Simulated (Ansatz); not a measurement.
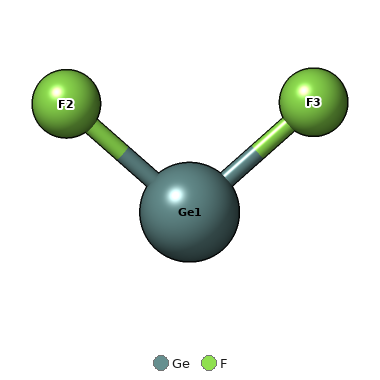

The system is GeF2; the picture shows the reference structure. 
- Coordinates scanned: (1) bond length Ge1–F2; (2) angle F2–Ge1–F3.
- Nothing is relaxed (all other coordinates rigid).
- Grid: 9 × 9 points.
- Points are written as (first, second).
- Energies are in kJ/mol, from the lowest grid point.
- Method: Ansatz, RKS wB97X-V/def2-TZVP.

Its coordinates:

```xyz
3

Ge    0.0049   -0.0075   -0.7712
F     1.3036   -0.0187    0.3942
F    -1.3085    0.0262    0.3770
```

Range: bond length Ge1–F2 from 1.501 to 2.443 Å; angle F2–Ge1–F3 from 61.9 to 131.9°.

**What landscape does the calculation give?**

The lowest grid point is at (1.736 Å, 96.9°). It is the only kind of minimum in the scanned range. The highest grid point, (1.501 Å, 61.9°), lies 457 kJ/mol above the lowest. Round the minimum the two coordinates are nearly uncoupled.

| angle F2–Ge1–F3 ↓, bond length Ge1–F2 → | 1.501 | 1.618 | 1.736 | 1.854 | 1.972 | 2.090 | 2.207 | 2.325 | 2.443 |
| --- | --- | --- | --- | --- | --- | --- | --- | --- | --- |
| 131.9 | 211 | 109 | 75 | 79 | 103 | 136 | 174 | 213 | 251 |
| 123.2 | 176 | 77 | 46 | 53 | 80 | 117 | 156 | 198 | 238 |
| 114.4 | 147 | 50 | 22 | 32 | 62 | 100 | 142 | 185 | 227 |
| 105.7 | 128 | 32 | 6 | 18 | 49 | 89 | 133 | 177 | 220 |
| 96.9 | 122 | 26 | 0 | 12 | 44 | 86 | 130 | 175 | 219 |
| 88.2 | 133 | 35 | 8 | 19 | 50 | 91 | 135 | 180 | 224 |
| 79.4 | 173 | 70 | 37 | 45 | 72 | 110 | 152 | 195 | 237 |
| 70.7 | 263 | 147 | 104 | 101 | 121 | 152 | 187 | 226 | 264 |
| 61.9 | 457 | 318 | 250 | 224 | 223 | 236 | 258 | 284 | 312 |

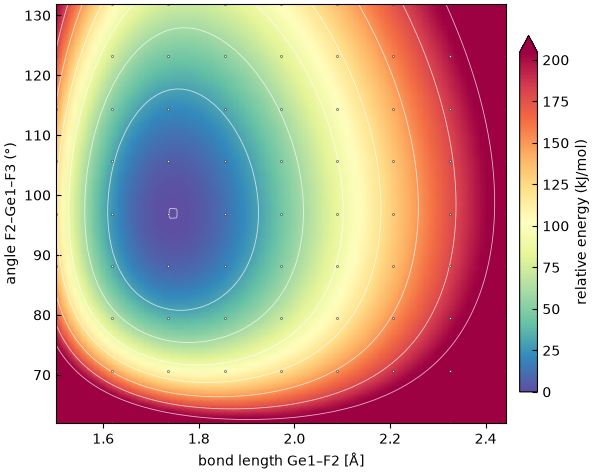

In the figure: a smooth colour map with a few white contour lines, dots at the grid points, one colour for all values above the top of the scale. Between grid points the surface is interpolated.

The whole map (81 points run) took 9.1 min on 1 thread of Arm Neoverse V2, with other jobs on the host.
